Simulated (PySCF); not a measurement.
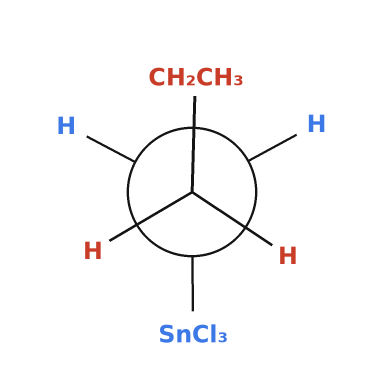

A Newman projection along the C–C bond, carbon in front; angles are drawn as computed, but eclipsed bonds slightly apart. Computed geometry: PBE0-D3(BJ)/def2-SVP optimisation. No frequency run is at hand to confirm it as a minimum.

Q: Which molecule is it?

A: C4H9Cl3Sn, CCC[CH2][Sn]([Cl])([Cl])[Cl]

Q: What is the torsion angle from the front CH2CH3 to the back SnCl3? The sign is positive where the front bond must turn clockwise to cover the back bond.

A: 178°, antiperiplanar (anti). The conformation about this bond is staggered.
